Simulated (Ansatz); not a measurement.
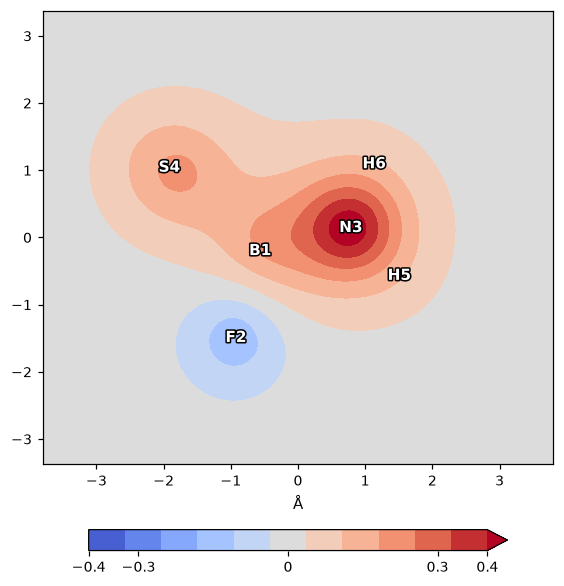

The picture shows: BFH₂NS (SMILES NB(F)[S]) (doublet). The HOMO−1 (β) on a plane 0.8 Å above the molecular plane (values in Å⁻³ᐟ²; the overall sign is arbitrary).

Geometry: B3LYP-D3(BJ)/def2-SVP.

Computed with isolated molecule in a Gaussian basis; Kohn-Sham density functional theory, functional PBE0 (Ansatz 0.2.0).

```xyz
6

B    -0.5031    0.9561    0.7840
F     0.3380    0.3862   -0.0929
N    -1.8416    1.1564    0.4306
S     0.1858    1.4366    2.4105
H    -2.1913    0.8784   -0.4796
H    -2.5333    1.5781    1.0355
```

Describe this orbital and give its energy.

Its weight (Hirshfeld) is mainly on N3 (about 55 %), B1 (about 15 %), S4 (about 10 %) and F2 (about 10 %); it changes sign across the molecular plane (π type); π-bonding across B1–N3 and B1–S4; π-antibonding (a node) across B1–F2. Its energy is −9.07 eV.
